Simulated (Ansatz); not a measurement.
AlN, response to strain

The parent structure is AlN in the zinc blende structure (space group F-43m, No. 216).

AlN has the cubic space group F-43m (No. 216), the zinc blende structure, Pearson symbol cF8. Cell: a = 4.403 Å, b = 4.403 Å, c = 4.403 Å, α = 90.00°, β = 90.00°, γ = 90.00°. Al on 4a is surrounded by 4 N at 1.907 Å (tetrahedral). N on 4d is surrounded by 4 Al at 1.907 Å (tetrahedral). (Neighbours: up to the widest gap in distance over summed covalent radii, below 1.35, at either atom; cation-cation and far metal-metal contacts left out.)
(The calculation used a cell of 2 atoms; values per cell refer to that cell.)

Strains are applied to the cell and any free atomic positions relax.

Method: Ansatz (a quantum-chemistry and plane-wave program) PBE, no spin-orbit coupling.

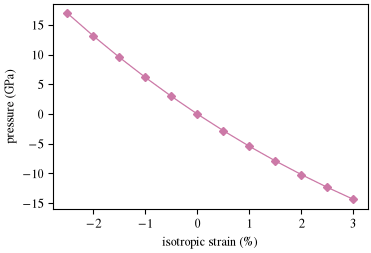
*Pressure against isotropic strain*

Problem. From the plot, what is the pressure for isotropic strain +1.50 %?

Solution. About -8 GPa.

Problem. Is the trend monotonic over the range shown?

Solution. Yes, it falls throughout, spanning -14.34 GPa to 16.97 GPa.

No phonon test of stability was made. This is not the structure that AlN has at room temperature and ambient pressure.
